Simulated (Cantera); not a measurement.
A closed system holds: 1 mol trisilylamine, 0.18 mol NH3, equilibrated at 0.240 bar.

These are equilibrium values from Cantera (NASA tables, ideal gas, pure condensed phases), not measurements of a reactor. Candidate condensed phases: Si, Si3N4; 18 gas species. The feed counts by its element totals alone. Mutual solubility and eutectic melting of coexisting phases are not modelled. Gases not in the tables: Si2H6 and higher silanes. Equilibrium is a limit: real reactors are often held back by kinetics, nucleation or transport.

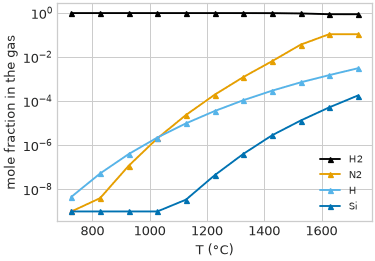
Equilibrium gas composition (values under 1e-9 drawn at 1e-9)

Q: Read off the mole fractions at 1527 °C.

A: H2 about 0.96, N2 about 0.037, H about 0.00072, Si about 1.3e-5.
